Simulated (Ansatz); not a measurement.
## Phonons of InSe (R3m) against volume

Wanted: Grüneisen parameters and pressure coefficients of the modes of InSe (R3m).

Calculated with Ansatz 0.2.0; DFT LDA, scalar-relativistic, plane waves, PAW; PAW set soft_1.

The database entry behind the starting cell differs from later determinations by our own check (c about 1.5 % long), so it need not match the best structure at ambient conditions.

### 1. Starting point

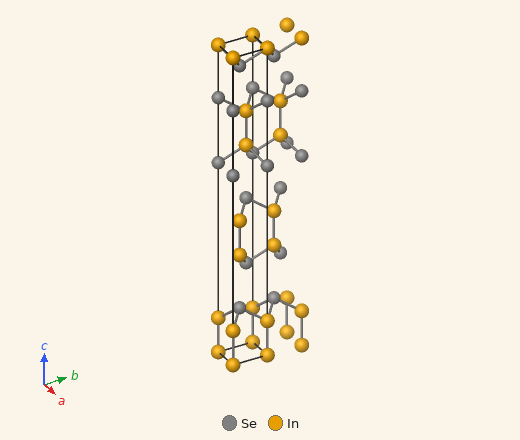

Start, viewed slightly off an axis; selenium grey, indium orange. 1×2×1 cells are drawn. This picture shows the conventional cell, with its axes. Bonds to atoms that aren't drawn are left out. Some periodic images of atoms are drawn too.

### 2. Relaxation

Harmonic phonons are second derivatives at a point where the forces vanish, and they are wanted at zero stress, so atoms and cell are relaxed first.

The input, input.yaml:

```yaml
crystal:
  lattice:
    - [2.0, 1.1547005384, 8.44]
    - [-2.0, 1.1547005384, 8.44]
    - [0.0, -2.3094010768, 8.44]
  atoms:
    - { symbol: Se, position: [0.3835, 0.3835, 0.3835] }
    - { symbol: Se, position: [0.1719, 0.1719, 0.1719] }
    - { symbol: In, position: [1.0, 0.0, 0.0] }
    - { symbol: In, position: [0.8886, 0.8886, 0.8886] }
kpoints:
  mp_grid: { grid: [12, 12, 12] }
hamiltonian:
  xc: lda
  pseudopotentials: { kind: paw, azcp: { folder: soft_1 }, xc_functional: pbe }
scf:
  occupations: { method: gaussian, width: 0.01 }
output:
  forces: true
  stress: true
  eigenvalues: true
  write_density: true
  write_potential: true
  elf: true
  volumetric_format: npy
relax:
  adjacent_minimum: "off"
  f_tol: 0.005
  max_steps: 80
  cell: { stress_tol: 0.05 }
```

Command:

```console
ansatz run input.yaml --threads 4 --pin off --max-ram 16384MiB --backend cpu --events-out ev --progress --plain --runs-dir out
```

Numbers of over 12 decimals in the logs are rounded to 6 here.

The program printed:

```text
basis.fft_grid_basis auto: the FFT boxes are laid along the combinations [[1, -1, 0], [0, 1, 0], [0, -1, 1]] of the cell's own vectors, 4.000, 8.750 and 4.000 Å long. The dense box has 27×60×27 points. Along the cell's own vectors, as sized, it would have 60×60×60, 4.94 times as many. Of the 6 symmetry operations that the crystal satisfies within crystal.symmetry.tolerance (time reversal apart; of a slab, those that  [...]
Engine: ansatz 0.2.0, x86_64-unknown-linux-gnu
Pseudopotentials: kind: paw
Pseudopotential: Se, paw, valence charge 16, recommended cutoff 420 eV (normal), soft_1/Se.paw.azcp
Pseudopotential: In, paw, valence charge 13, recommended cutoff 420 eV (normal), soft_1/In.paw.azcp
Functional definition: SPW92
  exchange = slater_x
  correlation = pw_c
Crystal: 4 atoms, lattice volume = 116.948 Å³
Basis set: ecut = 420 eV, 2309 PW (Γ), FFT grids on a1−a2, a2, −a2+a3
Bands: 35, of which v1, the nominal top of the filled ones, is band 29 counted from 1 (28 counted from 0)
Symmetry: 6 space group operations
Space group: R3m (ITA 160), of the structure as read, at distance tolerance 4.9e-5 Å
k-points: 189 of 1728 (time reversal used)
Non-local potential: Se, projectors of the file, l = 0: 2, l = 1: 2, l = 2: 3, l = 3: 1
Non-local potential: In, projectors of the file, l = 0: 2, l = 1: 2, l = 2: 2, l = 3: 1
PAW form: soft (Blöchl's): semilocal exchange-correlation on the pseudo side does not see the compensation charge
PAW frozen core: Se, regenerated for the run's functional, and the local potential with it (the file was generated under x = pbe(κ = 0.804, μ = 0.219515), c = pbe(β = 0.066725))
PAW frozen core: In, regenerated for the run's functional, and the local potential with it (the file was generated under x = pbe(κ = 0.804, μ = 0.219515), c = pbe(β = 0.066725))
PAW one-centre angular grid: Se, 590 points (default); XC on 64 Gauss nodes
PAW one-centre angular grid: In, 590 points (default); XC on 64 Gauss nodes
Initial density: superposition of atomic densities (chi_scale 0.1, normalization cell, long waves kept (reshape's long-wave potential 0.70 eV rms))
Initial wavefunctions: pseudopotential atomic-orbital guess
Functional: x = slater, c = lda
SCF iter   1: F=—  HF=-21685.593282 eV  |F-HF|=—  |Δ(HF+E_count)|=         —  Δρ=4.82e-2  dr2=1.53e1  ethr=3.10e-3  ⟨swp⟩=6.9  Hψ=28357  notcnv=0
preconditioner: auto → Resta (q_TF=auto, 2.427 Å⁻¹)  ε∞=3.1  [insulator: Δε(μ)=0.108 eV  Ē_g=14.477 eV  σ=0.010 eV  W_gap=1.00  n_scr=30 (ndim 8)  ℏωp=21.2 eV  f_vac=0.029  D(μ)=0.00/eV (n_scr^D=0)  ε∞_Penn≈3.1]
SCF iter   2: F=—  HF=-21683.050061 eV  |F-HF|=—  |Δ(HF+E_count)|=    2.54e0  Δρ=1.92e-2  dr2=5.12e-1  ethr=3.10e-3  ⟨swp⟩=4.7  Hψ=14499  notcnv=0  defer=216
SCF iter   3: F=—  HF=-21682.883174 eV  |F-HF|=—  |Δ(HF+E_count)|=   1.67e-1  Δρ=1.06e-2  dr2=1.08e-1  ethr=8.83e-4  ⟨swp⟩=3.3  Hψ=14550  notcnv=0  defer=221
SCF iter   4: F=—  HF=-21682.840042 eV  |F-HF|=—  |Δ(HF+E_count)|=   4.31e-2  Δρ=1.43e-3  dr2=5.51e-3  ethr=1.87e-4  ⟨swp⟩=2.9  Hψ=12205  notcnv=0  defer=221
SCF iter   5: F=—  HF=-21682.837119 eV  |F-HF|=—  |Δ(HF+E_count)|=   2.92e-3  Δρ=7.23e-4  dr2=7.80e-4  ethr=9.50e-6  ⟨swp⟩=2.8  Hψ=13220  notcnv=0  defer=221
SCF iter   6: F=—  HF=-21682.837234 eV  |F-HF|=—  |Δ(HF+E_count)|=   1.14e-4  Δρ=1.72e-4  dr2=1.39e-4  ethr=1.34e-6  ⟨swp⟩=2.0  Hψ=8301  notcnv=0  defer=221
SCF iter   7: F=—  HF=-21682.837221 eV  |F-HF|=—  |Δ(HF+E_count)|=   1.31e-5  Δρ=5.15e-5  dr2=1.28e-5  ethr=2.40e-7  ⟨swp⟩=2.0  Hψ=7123  notcnv=0  defer=221
SCF iter   8: F=—  HF=-21682.837221 eV  |F-HF|=—  |Δ(HF+E_count)|=   5.14e-7  Δρ=1.42e-5  dr2=2.72e-7  ethr=2.20e-8  ⟨swp⟩=2.0  Hψ=8898  notcnv=0  defer=221
SCF iter   9: F=-21682.837221 eV  HF=-21682.837221 eV  |F-HF|=2.36e-8  |Δ(HF+E_count)|=   2.30e-8  Δρ=3.69e-6  dr2=4.29e-8  ethr=1.72e-10  ⟨swp⟩=15.1  Hψ=52370  notcnv=0
SCF 1 converged in 9 iterations: F = -21682.837221 eV  dr2 = 4.29e-8
  greatest PAW one-centre occupation: 1.000 electrons in one spin orbital (limit 2), on the Se atom at site 1 (counted from 0), in its partial waves of l = 2
relax step   1: F+E_penalty+E_count = -21682.83722115 eV  Δ(F+E_penalty+E_count) = +0.000e0 eV  max|allowed force component| = 2.367e-1 eV/Å  Δτ_max = 0.0000 Å  P = -1.499 GPa  Ω = 116.948 Å³  (9 SCF iters, dr2 threshold 1.00e-7 eV, accepted)
Crystal: 4 atoms, lattice volume = 110.062 Å³
Basis set: ecut = 420 eV, 2187 PW (Γ), FFT grids on a1−a2, a2, −a2+a3
Initial density: handed on by an earlier stage of this run
Initial wavefunctions: those handed on with the density
iter 1 solved again at ethr=2.77e-4 eV; its pass at ethr=3.10e-3 eV (dr2=1.61e-1 eV) is discarded
SCF iter   1: F=—  HF=-21682.800700 eV  |F-HF|=—  |Δ(HF+E_count)|=         —  Δρ=7.58e-3  dr2=1.68e-1  ethr=2.77e-4  ⟨swp⟩=1.4  Hψ=33316  notcnv=0
preconditioner: auto → Resta (q_TF=auto, 2.452 Å⁻¹)  ε∞=3.4  [insulator: Δε(μ)=0.561 eV  Ē_g=14.154 eV  σ=0.010 eV  W_gap=1.00  n_scr=30 (ndim 8)  ℏωp=21.8 eV  f_vac=0.053  D(μ)=0.00/eV (n_scr^D=0)  ε∞_Penn≈3.4]
SCF iter   2: F=—  HF=-21682.765800 eV  |F-HF|=—  |Δ(HF+E_count)|=   3.49e-2  Δρ=2.30e-3  dr2=4.61e-3  ethr=2.77e-4  ⟨swp⟩=3.0  Hψ=11828  notcnv=0
SCF iter   3: F=—  HF=-21682.764580 eV  |F-HF|=—  |Δ(HF+E_count)|=   1.22e-3  Δρ=9.27e-4  dr2=7.33e-4  ethr=7.95e-6  ⟨swp⟩=2.6  Hψ=13875  notcnv=0  defer=94
SCF iter   4: F=—  HF=-21682.764629 eV  |F-HF|=—  |Δ(HF+E_count)|=   4.84e-5  Δρ=3.59e-4  dr2=1.34e-4  ethr=1.26e-6  ⟨swp⟩=2.0  Hψ=12287  notcnv=0  defer=94
SCF iter   5: F=—  HF=-21682.764651 eV  |F-HF|=—  |Δ(HF+E_count)|=   2.25e-5  Δρ=9.41e-5  dr2=9.91e-6  ethr=2.30e-7  ⟨swp⟩=2.0  Hψ=12475  notcnv=0  defer=94
SCF iter   6: F=—  HF=-21682.764650 eV  |F-HF|=—  |Δ(HF+E_count)|=   1.24e-6  Δρ=2.66e-5  dr2=1.07e-6  ethr=1.71e-8  ⟨swp⟩=2.8  Hψ=11955  notcnv=0  defer=94
SCF iter   7: F=-21682.764650 eV  HF=-21682.764650 eV  |F-HF|=1.22e-8  |Δ(HF+E_count)|=   4.86e-7  Δρ=1.02e-5  dr2=9.92e-8  ethr=6.90e-10  ⟨swp⟩=11.1  Hψ=50981  notcnv=0
SCF 2 converged in 7 iterations: F = -21682.764650 eV  dr2 = 9.92e-8
  Residual-converged pass: ⟨swp⟩=1.0  Hψ=7371  notcnv=0  max |occ|·‖R‖ = 7.0e-9 eV (tolerance 1.0e-8 eV)  dr2=9.92e-8  dr2_onsite=2.94e-8  max |Δocc| = 5.1e-319
relax step   2: F+E_penalty+E_count = -21682.76465029 eV  Δ(F+E_penalty+E_count) = +7.257e-2 eV  max|allowed force component| = 1.240e0 eV/Å  Δτ_max = 0.0874 Å  P = +1.888 GPa  Ω = 110.062 Å³  energy of the carried Pulay correction = +7.412e-4 eV  (7 SCF iters, dr2 threshold 4.00e-7 eV, rejected (line search))
Crystal: 4 atoms, lattice volume = 113.601 Å³
Basis set: ecut = 420 eV, 2259 PW (Γ), FFT grids on a1−a2, a2, −a2+a3
iter 1 solved again at ethr=1.44e-4 eV; its pass at ethr=3.10e-3 eV (dr2=8.34e-2 eV) is discarded
SCF iter   1: F=—  HF=-21682.883966 eV  |F-HF|=—  |Δ(HF+E_count)|=         —  Δρ=7.04e-3  dr2=8.52e-2  ethr=1.44e-4  ⟨swp⟩=1.6  Hψ=33474  notcnv=0
preconditioner: auto → Resta (q_TF=auto, 2.439 Å⁻¹)  ε∞=3.4  [insulator: Δε(μ)=0.243 eV  Ē_g=13.960 eV  σ=0.010 eV  W_gap=1.00  n_scr=30 (ndim 8)  ℏωp=21.5 eV  f_vac=0.072  D(μ)=0.00/eV (n_scr^D=0)  ε∞_Penn≈3.4]
SCF iter   2: F=—  HF=-21682.863275 eV  |F-HF|=—  |Δ(HF+E_count)|=   2.07e-2  Δρ=2.33e-3  dr2=4.08e-3  ethr=1.44e-4  ⟨swp⟩=3.0  Hψ=12900  notcnv=0
SCF iter   3: F=—  HF=-21682.862280 eV  |F-HF|=—  |Δ(HF+E_count)|=   9.95e-4  Δρ=7.15e-4  dr2=3.77e-4  ethr=7.03e-6  ⟨swp⟩=2.5  Hψ=12834  notcnv=0
SCF iter   4: F=—  HF=-21682.862424 eV  |F-HF|=—  |Δ(HF+E_count)|=   1.44e-4  Δρ=3.03e-4  dr2=7.45e-5  ethr=6.49e-7  ⟨swp⟩=2.0  Hψ=13227  notcnv=0
SCF iter   5: F=—  HF=-21682.862465 eV  |F-HF|=—  |Δ(HF+E_count)|=   4.04e-5  Δρ=7.76e-5  dr2=5.91e-6  ethr=1.28e-7  ⟨swp⟩=2.0  Hψ=12780  notcnv=0
SCF iter   6: F=—  HF=-21682.862462 eV  |F-HF|=—  |Δ(HF+E_count)|=   2.36e-6  Δρ=1.78e-5  dr2=5.97e-7  ethr=1.02e-8  ⟨swp⟩=2.0  Hψ=12096  notcnv=0
SCF iter   7: F=—  HF=-21682.862460 eV  |F-HF|=—  |Δ(HF+E_count)|=   1.88e-6  Δρ=8.20e-6  dr2=8.77e-8  ethr=1.03e-9  ⟨swp⟩=3.0  Hψ=11780  notcnv=0
SCF iter   8: F=—  HF=-21682.862460 eV  |F-HF|=—  |Δ(HF+E_count)|=   1.61e-8  Δρ=2.33e-6  dr2=7.53e-9  ethr=1.51e-10  ⟨swp⟩=2.0  Hψ=10148  notcnv=0
SCF iter   9: F=—  HF=-21682.862460 eV  |F-HF|=—  |Δ(HF+E_count)|=   2.23e-9  Δρ=6.41e-7  dr2=3.86e-10  ethr=1.30e-11  ⟨swp⟩=2.0  Hψ=12096  notcnv=0
SCF iter  10: F=—  HF=-21682.862460 eV  |F-HF|=—  |Δ(HF+E_count)|=  9.82e-11  Δρ=2.57e-7  dr2=8.42e-11  ethr=1.00e-12  ⟨swp⟩=6.6  Hψ=34396  notcnv=0
SCF iter  11: F=-21682.862460 eV  HF=-21682.862460 eV  |F-HF|=1.46e-11  |Δ(HF+E_count)|=  1.46e-11  Δρ=8.55e-8  dr2=1.78e-11  ethr=1.00e-12  ⟨swp⟩=6.0  Hψ=31229  notcnv=0
the search or the solves at the SCF's close seem to have found levels that the self-consistency loop had missed (the run counts 2). By its estimate they hold under 1e-12 electrons; where the run keeps them, the occupations were computed again with them
SCF 3 converged in 11 iterations: F = -21682.862460 eV  dr2 = 1.78e-11
relax step   3: F+E_penalty+E_count = -21682.86246030 eV  Δ(F+E_penalty+E_count) = -2.524e-2 eV  max|allowed force component| = 1.045e-1 eV/Å  Δτ_max = 0.0156 Å  P = -0.421 GPa  Ω = 113.601 Å³  energy of the carried Pulay correction = +3.509e-4 eV  (11 SCF iters, accepted)
[...]
relax step   4: F+E_penalty+E_count = -21682.86851488 eV  Δ(F+E_penalty+E_count) = -6.055e-3 eV  max|allowed force component| = 4.840e-2 eV/Å  Δτ_max = 0.0511 Å  P = +0.136 GPa  Ω = 110.575 Å³  energy of the carried Pulay correction = +6.832e-4 eV  (6 SCF iters, dr2 threshold 4.00e-7 eV, accepted)
[...]
relax step   5: F+E_penalty+E_count = -21682.86912419 eV  Δ(F+E_penalty+E_count) = -6.093e-4 eV  max|allowed force component| = 1.718e-2 eV/Å  Δτ_max = 0.0124 Å  P = +0.068 GPa  Ω = 111.207 Å³  energy of the carried Pulay correction = +6.125e-4 eV  (6 SCF iters, dr2 threshold 1.46e-7 eV, accepted)
[...]
relax step   6: F+E_penalty+E_count = -21682.86923798 eV  Δ(F+E_penalty+E_count) = -1.138e-4 eV  max|allowed force component| = 1.101e-3 eV/Å  Δτ_max = 0.0058 Å  P = -0.001 GPa  Ω = 111.172 Å³  energy of the carried Pulay correction = +6.165e-4 eV  (5 SCF iters, dr2 threshold 2.07e-8 eV, accepted)
Initial wavefunctions: pseudopotential atomic-orbital guess (no wavefunctions were taken with the density)
iter 1 solved again at ethr=4.68e-8 eV; its pass at ethr=3.10e-3 eV (dr2=2.72e-5 eV) is discarded
SCF iter   1: F=—  HF=-21682.868645 eV  |F-HF|=—  |Δ(HF+E_count)|=         —  Δρ=4.80e-5  dr2=5.30e-7  ethr=4.68e-8  ⟨swp⟩=3.7  Hψ=45956  notcnv=0
preconditioner: auto → Resta (q_TF=auto, 2.448 Å⁻¹)  ε∞=3.4  [insulator: Δε(μ)=0.200 eV  Ē_g=13.982 eV  σ=0.010 eV  W_gap=1.00  n_scr=30 (ndim 8)  ℏωp=21.7 eV  f_vac=0.057  D(μ)=0.00/eV (n_scr^D=0)  ε∞_Penn≈3.4]
SCF iter   2: F=—  HF=-21682.868646 eV  |F-HF|=—  |Δ(HF+E_count)|=   1.49e-6  Δρ=2.50e-5  dr2=1.66e-7  ethr=9.15e-10  ⟨swp⟩=2.0  Hψ=11795  notcnv=0
SCF iter   3: F=—  HF=-21682.868646 eV  |F-HF|=—  |Δ(HF+E_count)|=   5.11e-9  Δρ=5.62e-6  dr2=1.14e-8  ethr=2.86e-10  ⟨swp⟩=2.0  Hψ=10206  notcnv=0
SCF iter   4: F=—  HF=-21682.868646 eV  |F-HF|=—  |Δ(HF+E_count)|=   4.15e-9  Δρ=6.98e-7  dr2=1.44e-9  ethr=1.97e-11  ⟨swp⟩=2.0  Hψ=12096  notcnv=0
SCF iter   5: F=—  HF=-21682.868646 eV  |F-HF|=—  |Δ(HF+E_count)|=  3.57e-10  Δρ=3.01e-7  dr2=8.62e-11  ethr=2.48e-12  ⟨swp⟩=2.0  Hψ=12068  notcnv=0
SCF iter   6: F=-21682.868646 eV  HF=-21682.868646 eV  |F-HF|=3.64e-12  |Δ(HF+E_count)|=  2.91e-11  Δρ=6.21e-8  dr2=1.07e-11  ethr=1.00e-12  ⟨swp⟩=5.9  Hψ=29318  notcnv=0
SCF 7 converged in 6 iterations: F = -21682.868646 eV  dr2 = 1.07e-11
relax step   7: F+E_penalty+E_count = -21682.86864632 eV  Δ(F+E_penalty+E_count) = +5.917e-4 eV  max|allowed force component| = 1.156e-3 eV/Å  Δτ_max = 0.0000 Å  P = -0.002 GPa  Ω = 111.172 Å³  stress off target by 1.37e-2 GPa  SCF on the basis re-selected at this cell (its energy is not comparable with the rows above)  (6 SCF iters)
basis re-selected at this cell: Δ(F+E_penalty+E_count) = +5.917e-4 eV, ΔP = -0.002 GPa vs the last step (what re-selecting the basis moved, of the pressure what is left beyond the Pulay correction that the steps carried, after the strain that the cell walked since its last selection, with what the two solves' SCF thresholds leave and, on support functions, any second-order correction that the steps lacked; it is no m [...]
SCF converged after 6 iterations
Free energy (F): -21682.868646 eV
Harris-Foulkes:  -21682.868646 eV  (|F-HF|=3.64e-12)
Internal energy: -21682.868646 eV  (E = F + TS)
E sigma→0 (E₀):  -21682.868646 eV
Fermi energy:    7.664830 eV
--- Per-component energies (eV) ---
  E_band       = -908.839137
  E_kinetic    = 662.521397
  E_local      = -8058.230959  (includes V_loc(G=0)·N_el)
  E_nonlocal   = -40.065351
  E_hartree    = 3917.916442
  E_xc         = -453.753996
  E_vxc        = -362.451629  (∫ρ·V_xc dr)
  E_paw        = -12230.498662  (= ΣΔE_a)
  E_vpaw       = -946.444963  (= ΣTr[D̂ρ^β])
  E_aug_tail   = -0.000583  (compensation charges beyond the density's cutoff)
  E_ewald      = -5485.760725
  E_core_change = 5.003789  (= ΣΔE_core)
  E_smearing   = -0.000000  (= −TS)
  E_closure    = 0.000000  (closes the sum)
  Σ components = -21682.868646   (vs F -21682.868646, Δ=0.00e0)
--- Forces (eV/Å), atoms counted from 1 ---
  atom   1  Se     0.00000000    -0.00000000     0.00083534
  atom   2  Se     0.00000000     0.00000000    -0.00047270
  atom   3  In     0.00000000    -0.00000000    -0.00115564
  atom   4  In     0.00000000    -0.00000000     0.00079272
  max |Σ_I F_I| component: 2.71e-7 eV/Å
--- Stress (GPa, compression-positive) ---
        0.003252       0.000000       0.000000
        0.000000       0.003252      -0.000000
        0.000000      -0.000000      -0.013741
  P = ⅓ Tr σ = -0.0024 GPa (-0.024 kbar)
--- Band table (eV; the first three rows and the last of 189) ---
  k-point 0: bands = [... 25 lower, 6.1057, 6.1057, 6.2754, 6.2754, 9.2729, 9.4905, 11.7636, 11.7636, ... 2 higher]
  k-point 1: bands = [... 25 lower, 5.9378, 6.0038, 6.2000, 6.2682, 9.4380, 9.8910, 11.3434, 11.8379, ... 2 higher]
  k-point 2: bands = [... 25 lower, 5.6727, 5.7599, 5.9917, 6.3736, 9.6264, 10.1038, 11.1424, 11.9311, ... 2 higher]
  k-point 188: bands = [... 25 lower, 6.0277, 6.3645, 6.3645, 7.5649, 7.7648, 9.5525, 11.6450, 11.6450, ... 2 higher]
--- Relaxed structure (6 steps of the walk, 5 accepted, 1 SCFs on fresh bases) ---
  F+E_penalty+E_count = -21682.86864632 eV   max|allowed force component| = 1.156e-3 eV/Å   (the final SCF, on the basis selected at the relaxed cell)
  cell:  # Å, volume = 111.1720 Å³
    - [1.986410, 1.146854, 8.133306]
    - [-1.986410, 1.146854, 8.133306]
    - [0, -2.293709, 8.133306]
  atoms:
    - { symbol: Se, position: [0.385813, 0.385813, 0.385813] }
    - { symbol: Se, position: [0.169555, 0.169555, 0.169555] }
    - { symbol: In, position: [1.000513, 0.000512856, 0.000512856] }
    - { symbol: In, position: [0.888119, 0.888119, 0.888119] }
```

The job ended after 40 s (4 threads of AMD EPYC 9R45, shared host; peak memory 0.92 GiB; 2.6 min of CPU time).

Step by step:

| step | energy less that of the first step (eV) | largest force component (eV/Å) | pressure (GPa) | volume (Å³) |
| --- | --- | --- | --- | --- |
| 1 | 0.0000 | 0.2367 | -1.50 | 116.95 |
| 2 | 0.0726 | 1.2395 | 1.89 | 110.06 |
| 3 | -0.0252 | 0.1045 | -0.42 | 113.60 |
| 4 | -0.0313 | 0.0484 | 0.14 | 110.58 |
| 5 | -0.0319 | 0.0172 | 0.07 | 111.21 |
| 6 | -0.0320 | 0.0011 | 0.00 | 111.17 |
| 7* | -0.0314 | 0.0012 | 0.00 | 111.17 |

Relaxation steps marked * repeat the geometry before them on a plane-wave basis chosen anew for their cell, so energy and pressure can jump there. Relaxation step 2 was tried and not accepted.

Forces are held to the 6 operations that the run works with; a distortion that breaks them can't arise in this run.

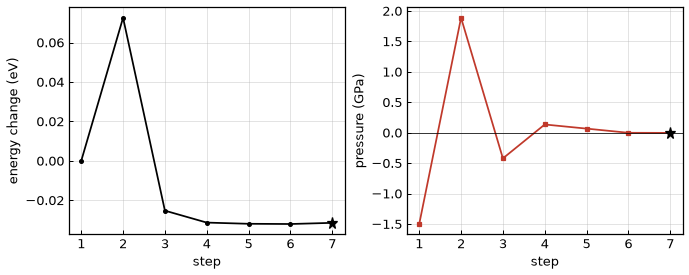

Energy and pressure along the relaxation. Stars mark steps on a basis chosen anew.

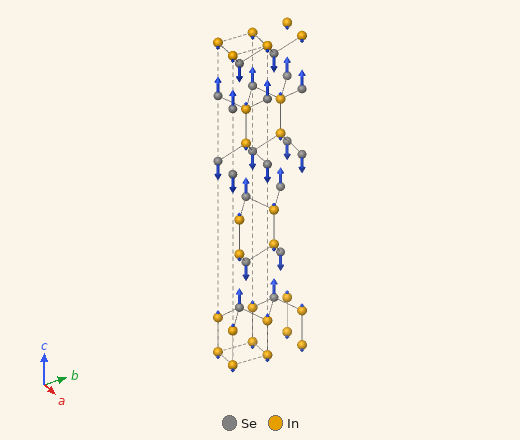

Displacements in the relaxation, exaggerated, measured against the changing cell; the longest in the cell stands for 0.06 Å. Bonds to atoms that aren't drawn are left out. 1×2×1 conventional cells are drawn. Some periodic images of atoms are drawn too.

| conventional cell, symmetrised | before | after | change |
| --- | --- | --- | --- |
| a (Å) | 4.000 | 3.973 | -0.7 % |
| b (Å) | 4.000 | 3.973 | -0.7 % |
| c (Å) | 25.320 | 24.400 | -3.6 % |
| volume (Å³/atom) | 29.24 | 27.79 | -4.9 % |

The atoms that moved most (Å, as changes of fractional coordinates times the final cell):

| atom | dx | dy | dz | length |
| --- | --- | --- | --- | --- |
| Se2 | 0.000 | 0.000 | -0.057 | 0.057 |
| Se1 | 0.000 | 0.000 | 0.056 | 0.056 |
| In3 | 0.000 | 0.000 | 0.013 | 0.013 |
| In4 | 0.000 | 0.000 | -0.012 | 0.012 |

The relaxed structure:

```xyz
4
Lattice="1.9864 1.1469 8.1333 -1.9864 1.1469 8.1333 0.0000 -2.2937 8.1333" Properties=species:S:1:pos:R:3 pbc="T T T"
Se    0.0000    0.0000    9.4138
Se    0.0000    0.0000    4.1371
In    1.9864    1.1469    8.1458
In    0.0000    0.0000   21.6700
```

This step gave:

```
pressure          : -0.002412 GPa
gap on the k-mesh : 0.1999 eV
volume per atom   : 27.79 Å³
```

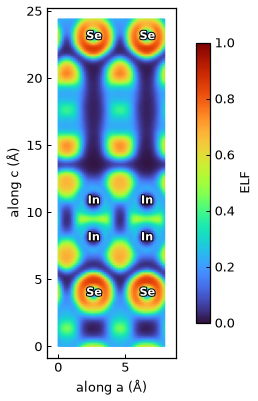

ELF in the ac plane of the conventional cell at fractional y = 0.333, with atoms of Se and In within 0.2 Å of it. It is the smooth field of the valence electrons, not physical close to the nuclei.

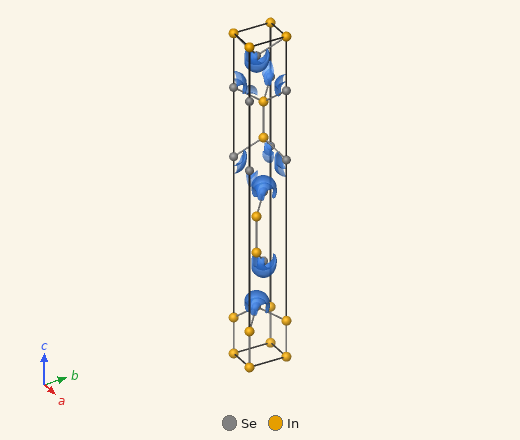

Surface of ELF = 0.78. Bonds to atoms that aren't drawn are left out.

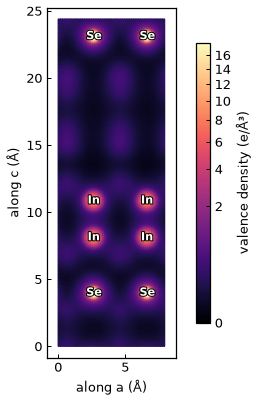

Valence density in the ac plane of the conventional cell at fractional y = 0.333, with atoms of Se and In within 0.2 Å of it. It is the smooth field of the valence electrons, not physical close to the nuclei. The colour scale is stretched toward low values.

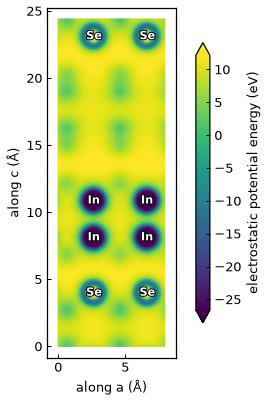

Electrostatic potential energy in the ac plane of the conventional cell at fractional y = 0.333, with atoms of Se and In within 0.2 Å of it. With pseudopotentials it is smooth inside the atoms' cores, unlike the true potential.

In this step the volume went from 29.24 to 27.79 Å³/atom.

[end of part 1 of 3]

[Logs are printed without paths, hosts, clocks, repeated set-up lines and the standing remarks that a program may print on its own settings, such as how far it seeks lower states.]

[Hosts, paths, dates, database ids (printed as entryN), source tags and the programs' standing remarks are cut or masked in the printed files.]
